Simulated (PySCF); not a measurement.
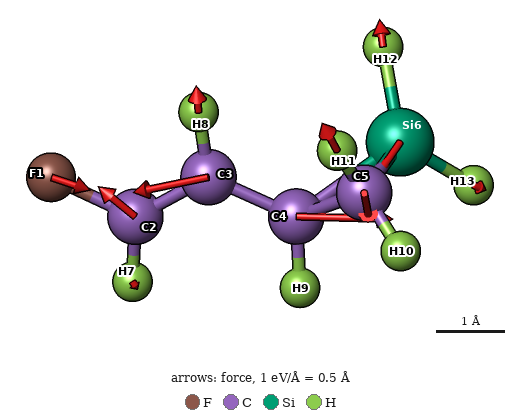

Starting geometry of C4H7FSi with the computed forces as red arrows. A ball-and-stick model, seen from a free direction.

The start comes from GFN2-xTB. Its atoms were then displaced at random by about 0.01 Å.

These are results of PBE0-D3(BJ)/def2-SVP geometry optimisation, gas phase in PySCF, not measurements. 

Question: What follows when this structure is relaxed?

Answer: It isn't relaxed: the largest force vector, on C4, is 2.92 eV/Å. The final displacements have little in common with the starting forces (cosine between the two patterns 0.24). After 8 geometry steps the energy has fallen by 4.62 kcal/mol. The largest move after the best rigid fit is that of H7, 0.17 Å. Largest moves by element: H 0.17 Å, C 0.08 Å, F 0.05 Å, Si 0.04 Å. Among the contacts that change: C4–Si6 1.943 → 1.885 Å, C3–C4 1.416 → 1.473 Å, Si6–H12 1.441 → 1.484 Å, F1–C2 1.370 → 1.334 Å. Bond angles that change, for instance: C3–C4–H9 116.6° → 114.0°, F1–C2–H7 110.4° → 112.8°, H12–Si6–H13 118.2° → 115.9°.
